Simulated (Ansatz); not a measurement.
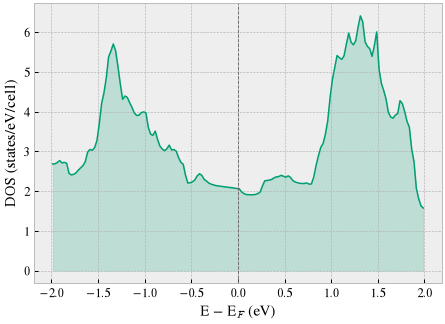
Figure: Density of states of VPt₂ (Immm) near the Fermi level, PBEsol, rigid bands (Ansatz, a first-principles code).

**Question.** With 3 atoms a cell, what bare Sommerfeld coefficient γ = (π²/3) k_B² N(E_F) follows?

**Answer.** N(E_F) ≈ 2.0 states/eV a cell at 300 K, so γ ≈ 1.61 mJ/(mol of atoms·K²), before many-body enhancement (phonons, spin fluctuations, correlation).

**Question.** How far does the Fermi level move in a rigid band for 0.1 electron a cell added or removed?

**Answer.** 50 meV and -48 meV.

A metal at this level (no band gap); rigid bands, thermally averaged at 300 K, both spins. Spin-orbit coupling is left out, which matters with elements this heavy. Geometry: cell and atoms relaxed with PBEsol.

Formula and space group known from diffraction (Crystallography Open Database), not checked to be the room-temperature form: VPt2 (Immm). Treated as nonmagnetic (a ferromagnetic start lost its moment, other orders weren't tried): VPt2 (Immm).
